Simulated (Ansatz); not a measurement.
**Run report: BH$_{2}$F$_{3}$, single-point calculation**

- system: BH$_{2}$F$_{3}$
- method: RKS PBE0-D4/def2-TZVPP (Ansatz 0.2.0)

The geometry is the reactant side of a reaction. The reaction was set up to form B1–F6 and H2–H5 and to break B1–H2 and H5–F6 (atoms counted from 1 in the order of the input); sticks are drawn by distance alone. The geometry comes from this level: PBE0-D4/def2-TZVP.

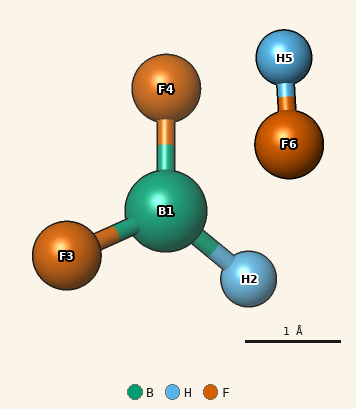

The structure (ball-and-stick view, seen at a tilt; atoms are numbered from 1 in the order of the input). Bond lengths as drawn: B–F 1.31 to 1.32 Å, B–H 1.19 Å and F–H 0.92 Å.

**Input**
```yaml
crystal:
  periodic: [false, false, false]
  atoms:
    - {symbol: B, position_ang: [-0.445688, -0.100956, -0.743211]}
    - {symbol: H, position_ang: [0.135255, 0.651285, -1.458231]}
    - {symbol: F, position_ang: [-0.323805, -1.402027, -0.871418]}
    - {symbol: F, position_ang: [-1.314976, 0.346958, 0.147698]}
    - {symbol: H, position_ang: [0.680687, 0.365338, 1.799999]}
    - {symbol: F, position_ang: [1.268627, 0.139402, 1.125262]}
basis:
  gaussian: {orbitals: def2-TZVPP}
hamiltonian: {xc: pbe0, dispersion: d4}
output: {orbitals: {seedname: orbitals}}
```

Machine: 2 threads of Arm Neoverse V1, 23 GiB of memory available, shared host.

Command:
```bash
ansatz run in.yaml --threads 2 --pin off --events-out ev --progress --plain --max-ram 4352MiB
```

**Log**
```
Functional definition: PBE0
  name "PBE0"
  cite "Adamo & Barone, J. Chem. Phys. 110, 6158 (1999) doi:10.1063/1.478522"
  cite "Perdew, Burke & Ernzerhof, Phys. Rev. Lett. 77, 3865 (1996) doi:10.1103/PhysRevLett.77.3865"
  parent pbe
  parameter a = 0.25
  parameter kappa = 0.804
  parameter beta = 0.06672455060314922
  exchange = (1 - a)*pbe_x(kappa = kappa, mu = beta*pi^2/3) + a*exact_x
  correlation = pbe_c(beta = beta)
755 factors; their error is unknown
mean field evaluation 1: about -8855.0210 eV, gradient 4.6e1 eV
mean field evaluation 2: about -8852.6999 eV, gradient 6.4e1 eV
mean field evaluation 4: about -8857.7987 eV, gradient 8.3e-1 eV
mean field evaluation 8: about -8857.8352 eV, gradient 2.1e-2 eV
mean field -8857.83518277 eV, -325.5194389106 hartree, gradient 7.8e-5 eV, S^2 0.000000; 0 other end points of the search recorded, 0 dependent functions left out
reference -8857.83520776 eV, -325.5194398287 hartree; 17, 17 occupied and 135, 135 virtual orbitals, 755 factors
Total energy: -8857.88061316 eV, -325.5211084465 hartree
```

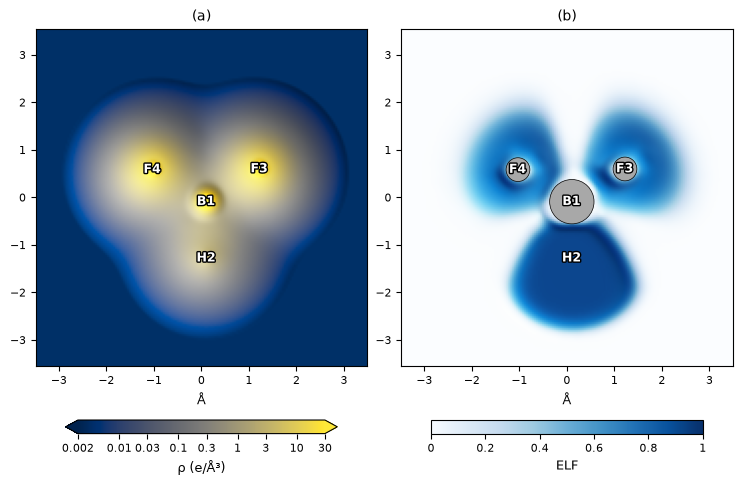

(a) electron density; (b) electron localisation function on the plane of atoms H2, B1 and F3. Grey discs, where drawn, cover atomic cores. Atoms in the plane: B, H and F.

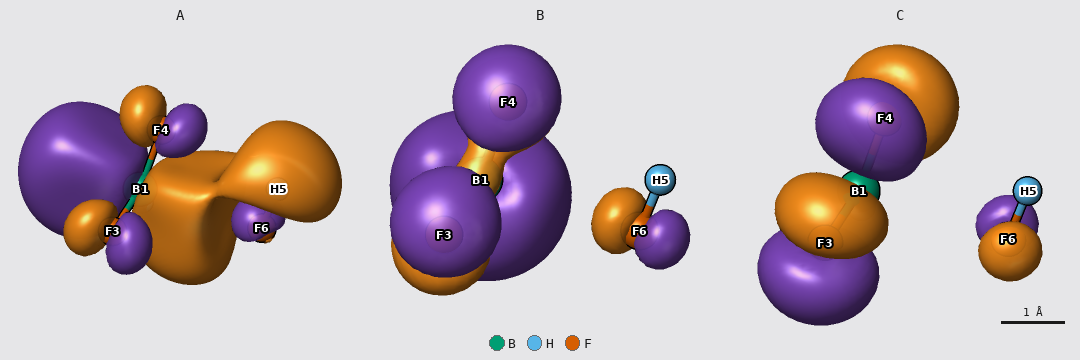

Three frontier orbitals at ±0.08 Å⁻³ᐟ² (orange and purple are the two phases). C is the HOMO−1 (−12.07 eV). B is the HOMO (−10.57 eV). By Hirshfeld shares it lies mainly on H2 (35 %), B1 (30 %), F3 (20 %) and F4 (15 %). A is the LUMO (0.17 eV). Its weight (Hirshfeld) is mainly on B1 (50 %), H5 (10 %), F4 (10 %), F3 (10 %) and H2 (10 %). The HOMO–LUMO gap is 10.74 eV between the orbital energies.

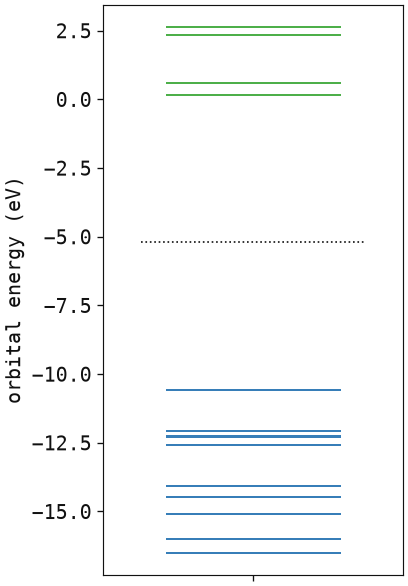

Orbital energies near the frontier; the dotted line parts filled from empty levels, and levels within 0.02 eV of each other stand side by side. Highest filled −10.57 eV, lowest empty 0.17 eV, 10.74 eV apart.

**Key numbers**

| quantity | value |
| --- | --- |
| outcome | converged |
| total energy | −8857.8806 eV |
| mean-field energy | −8857.8352 eV |
| dispersion energy | −0.0454 eV |
| SCF solution under orbital rotations | stable |
| HOMO | −10.57 eV |
| LUMO | 0.17 eV |
| wall time | 1.4 s (CPU time 2.5 s) |
| peak memory | 0.37 GiB |
